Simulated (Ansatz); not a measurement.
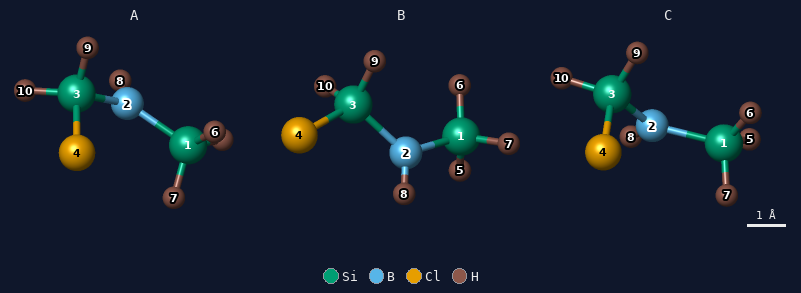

3 geometries from a converged minimum-energy path of BSi2H6Cl, shuffled. Style: ball-and-stick. Shown at a tilt.

All numbers below come from RKS B3LYP/STO-3G in Ansatz 0.2.0. Settings: 7 movable images; climbing image; force threshold 0.05 eV/Å; iteration limit 60; starting path by image-dependent pair potential.

Question: Which of them lies highest in energy?

Answer: C. In order along the path, whose images run from 0 to 8: B (image 0, 0.00 kJ/mol), C (image 5, +5.20 kJ/mol), A (image 7, +0.82 kJ/mol). The motion is a rotation about the B2–Si3 bond by about 180°, with a turn of about 60° about Si1–B2. No bond forms or breaks between the ends. Among the angles between lasting bonds that change up to the highest image: B2–Si3–Cl4 113.4° → 104.5°, B2–Si3–H10 111.6° → 116.3°.

Limits of the set-up: STO-3G is a minimal basis, so the numbers are rough.
